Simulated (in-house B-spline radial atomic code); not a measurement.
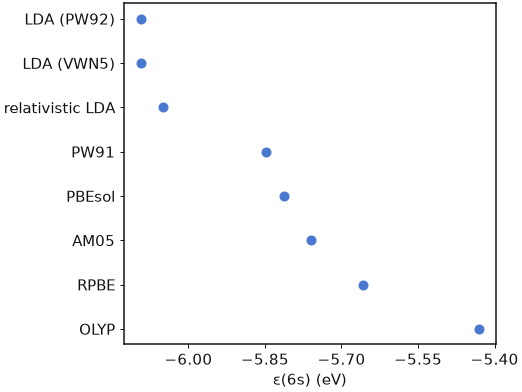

System: atomic gold (Au), configuration [Xe] 4f14 5d10 6s1. All runs are Dirac and spherical, computed with an in-house B-spline radial code. The plot shows the eigenvalue (eV) of the 6s orbital by 8 methods.

Question: Rank the methods.

Answer: The deepest is LDA (PW92) (−6.09) and the shallowest OLYP (−5.43), a spread of 0.662 eV. In order (eV): LDA (PW92) (−6.09), LDA (VWN5) (−6.09), relativistic LDA (−6.05), PW91 (−5.85), PBEsol (−5.81), AM05 (−5.76), RPBE (−5.66), OLYP (−5.43). The measured ionisation energy (NIST) is 9.23 eV, and minus the eigenvalue comes closest to it for LDA (PW92).
